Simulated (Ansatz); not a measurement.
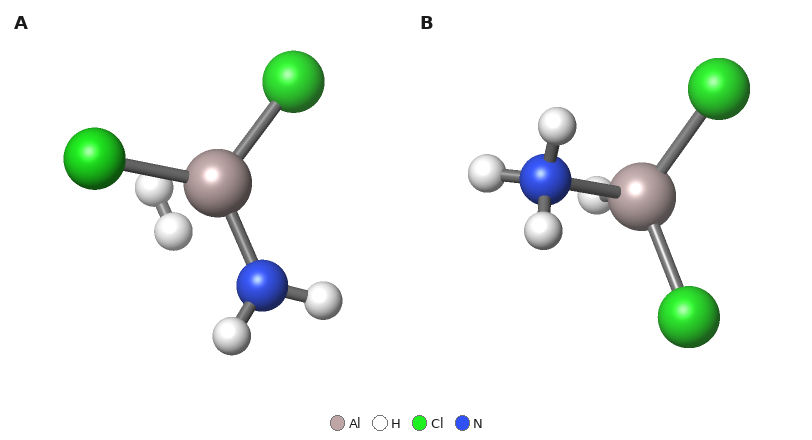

2 stationary structures of one formula. Geometries: PBE0-D4/def2-TZVP. Electronic energies: r2SCAN0-D4/def2-TZVPP (Ansatz 0.2.0), without zero-point energy. Each is one conformer, not always the lowest.

Question: Which structure is the most stable?

Answer: B is lowest (Cs, a saddle point of order 1); A lies 72.1 kJ/mol above it (Cs, a minimum).

Give E(B) − E(A) in kJ/mol at these levels too: CCSD(T)/CBS (MP2 limit from def2-TZVPP and def2-QZVPP plus CCSD(T) − MP2); PBE0-D4/def2-SVP; ωB97M-V/def2-SVP; PBE-D4/def2-TZVPP; RHF-CCSD(T) (frozen core)/def2-SVP; ωB97M-V/def2-TZVPP; CAM-B3LYP-D4/def2-TZVPP; B2PLYP (frozen core)/def2-TZVPP.

```json
{"level": "CCSD(T)/CBS (MP2 limit from def2-TZVPP and def2-QZVPP plus CCSD(T) − MP2)", "E(B) − E(A) (kJ/mol)": "−67.2"}
{"level": "PBE0-D4/def2-SVP", "E(B) − E(A) (kJ/mol)": "+55.8"}
{"level": "ωB97M-V/def2-SVP", "E(B) − E(A) (kJ/mol)": "−91.0"}
{"level": "PBE-D4/def2-TZVPP", "E(B) − E(A) (kJ/mol)": "−65.9"}
{"level": "RHF-CCSD(T) (frozen core)/def2-SVP", "E(B) − E(A) (kJ/mol)": "−90.9"}
{"level": "ωB97M-V/def2-TZVPP", "E(B) − E(A) (kJ/mol)": "−68.1"}
{"level": "CAM-B3LYP-D4/def2-TZVPP", "E(B) − E(A) (kJ/mol)": "−69.6"}
{"level": "B2PLYP (frozen core)/def2-TZVPP", "E(B) − E(A) (kJ/mol)": "−65.2"}
```
